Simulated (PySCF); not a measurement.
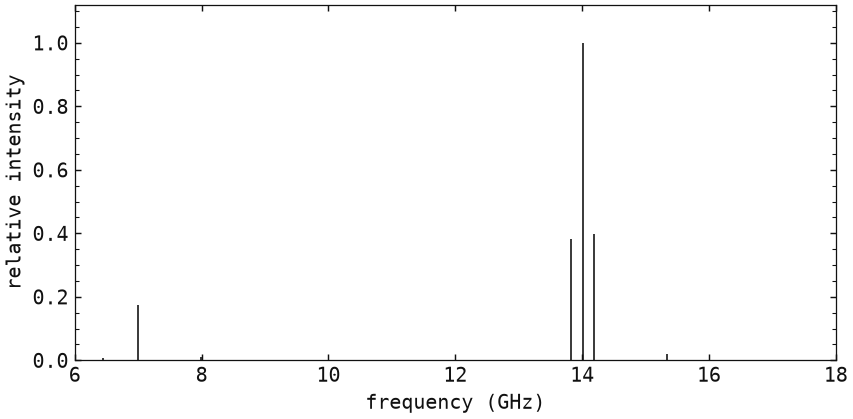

Simulated rotational absorption lines between 6 and 18 GHz at 1.5 K: rigid rotor with the equilibrium constants and dipole of one optimised conformer (PBE0-D3(BJ)/def2-SVP, PySCF 2.14.0), commonest isotopes; no centrifugal distortion, hyperfine structure, internal rotation or nuclear-spin weights; lines within 1 MHz of each other are summed.

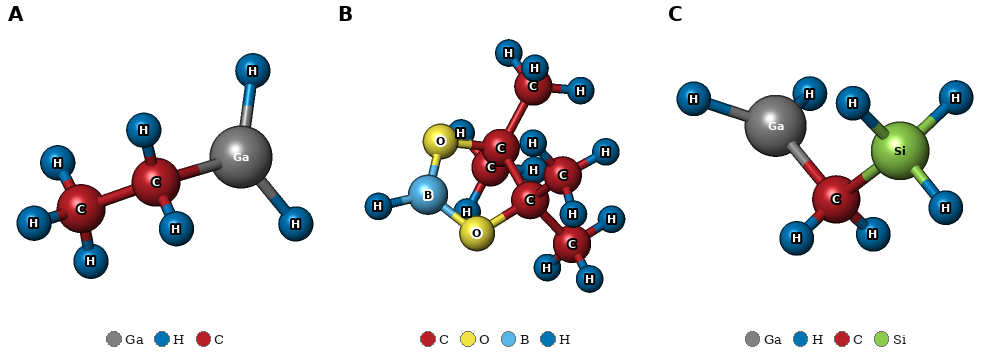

Which molecule gives this spectrum? Choose among the lettered structures.

Answer. Structure A, C₂H₇Ga (GaH2Et), SMILES [H][Ga]([H])[CH2]C, singlet. Rotational constants A, B, C = 24.04, 3.591, 3.413 GHz, |μa|, |μb|, |μc| = 0.77, 0.36, 0.01 D.

Caveats: coarse grid, loose stop and no frequency check, small forces are noise and the end may be a saddle.
